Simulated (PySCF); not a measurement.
# CHBrS2, SMILES `Br.S=C=S`: electronic structure

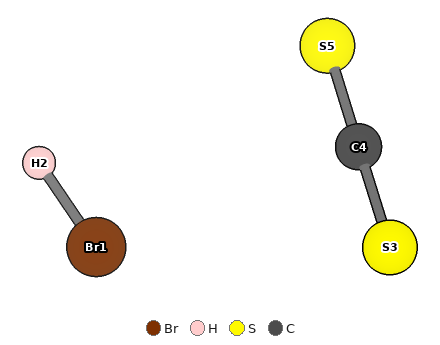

The molecule, with its atoms numbered as below. The pair's geometry is semi-empirical, so its contact may be too short or too long.

Geometry (Å), atoms numbered from 1:

```
Br1     -1.9417   -0.0808   -0.0083
H2      -2.3740    1.2233    0.2674
S3       1.9637   -1.5033    0.0079
C4       1.8488    0.0410   -0.0001
S5       1.7389    1.5882   -0.0064
```

### 1. Bonding charge

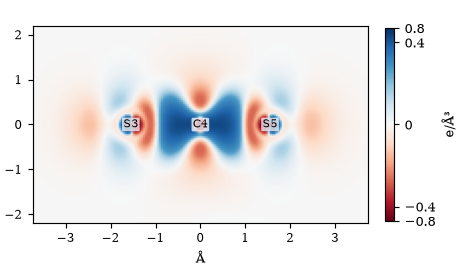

Deformation density (molecule less spherical, spin-averaged free atoms) in the plane of S3, C4 and S5; colour scale in e/Å³, logarithmic beyond ±0.1; blue: gain, red: loss.

Level of theory: BP86/aug-cc-pVDZ (PySCF), at a geometry from GFN2-xTB.

Q: How much density has each bond in this plane gained at its critical point, relative to the free atoms?

A: S3–C4: +0.03 e/Å³ at the bond critical point (bond length 1.55 Å); up to 0.6 Å beside the axis the gain reaches +0.49 e/Å³. C4–S5: +0.03 e/Å³ at the bond critical point (bond length 1.55 Å); up to 0.6 Å beside the axis the gain reaches +0.49 e/Å³. In all, 1.0 electrons gather in the regions of gain relative to the promolecule. A small or negative value marks a very polar bond, one between electron-rich atoms, whose free-atom densities already overlap strongly, a long bond to a heavier atom, or a closed-shell contact such as a hydrogen bond.

### 2. Local ionisation energy

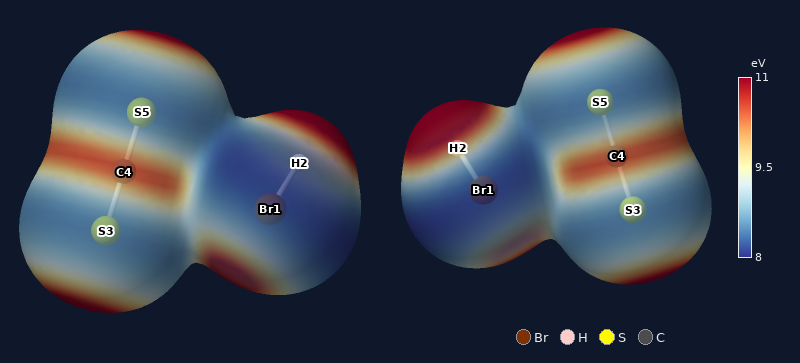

Average local ionisation energy on the surface of electron density 0.001 a.u. (back view left, front view right).

Q: Where are the most loosely bound electrons on this surface?

A: The lowest value is 8.1 eV, 2.3 Å from Br1. Further minima include 8.4 eV, 2.2 Å from S5; 8.4 eV, 2.2 Å from S5, and at like points elsewhere. For comparison, the highest occupied orbital lies at −6.9 eV.

### 3. Weak contacts

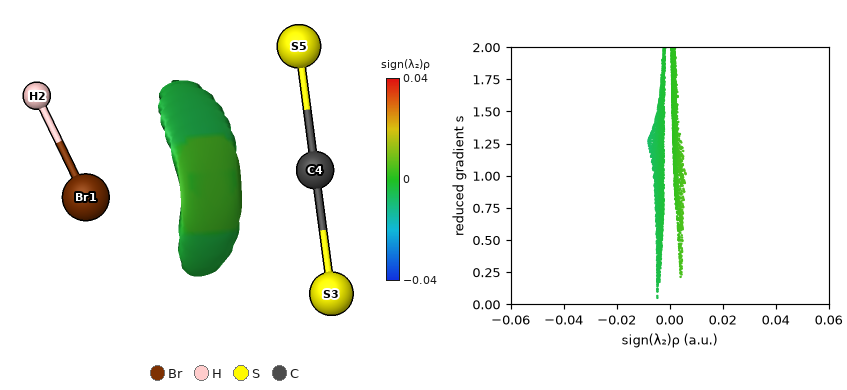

Non-covalent interaction surfaces between the fragments (reduced density gradient s = 0.6, coloured by sign(λ₂)ρ in a.u.; trimmed to the region between the fragments where ρ is under 0.06 a.u.). Fragment A: HBr (atoms 1–2); fragment B: CS2. The plot gives s against sign(λ₂)ρ for grid points between the fragments.

Computed with PySCF, BP86/aug-cc-pVDZ, geometry: GFN2-xTB.

Q: Interpret the surfaces between the fragments.

A: Bond critical points between the fragments: Br1···S5, 4.04 Å, ρ = 0.005 a.u., a bond path close to vanishing (ellipticity 1.6). It is weak and appears green (van der Waals range). The pose is a local one from a semi-empirical search, not shown to be the most stable.

Q: How strongly are they bound?

A: The counterpoise-corrected interaction energy of the frozen fragments is +1.0 kcal/mol without dispersion correction and −1.4 kcal/mol with D3(BJ). The pair geometry is semi-empirical, not a minimum at this level.

### 4. Binding density

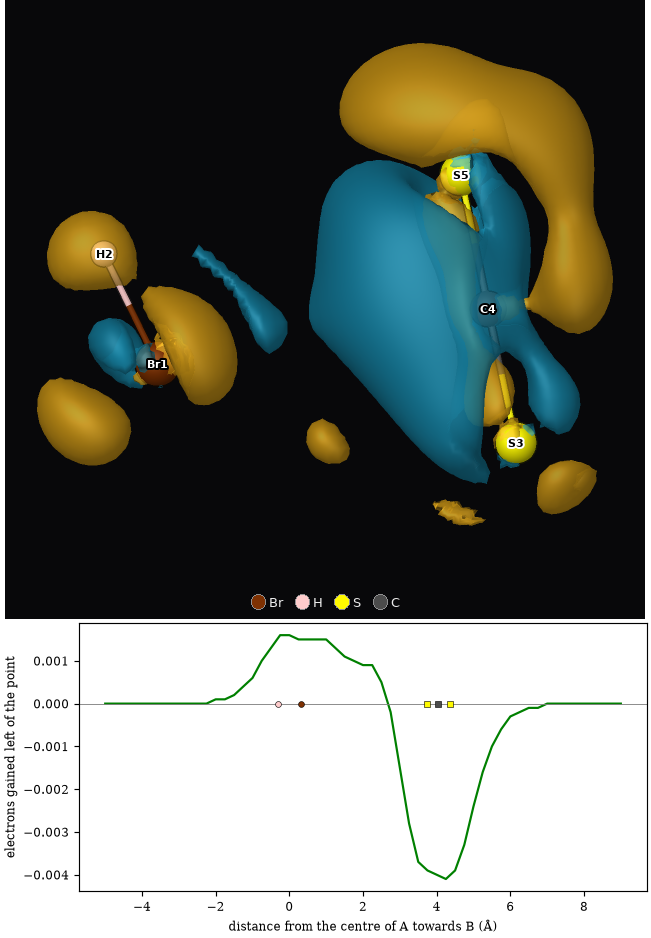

Density of the complex less the densities of the two fragments at the same geometry, ±0.0003 e/Å³ (yellow: gain, teal: loss). Fragment A: HBr (atoms 1–2); fragment B: CS2. Below: the charge-displacement curve along the line of centres (A on the left).

Q: How is the density rearranged on binding?

A: Hirshfeld charges show almost no net transfer (under 0.005 e). 0.01 e is displaced in all, which induces a dipole of 0.03 D.

The PySCF runs shown took 14 s and 30 s on 1 thread of Arm Neoverse V2 (shared host).
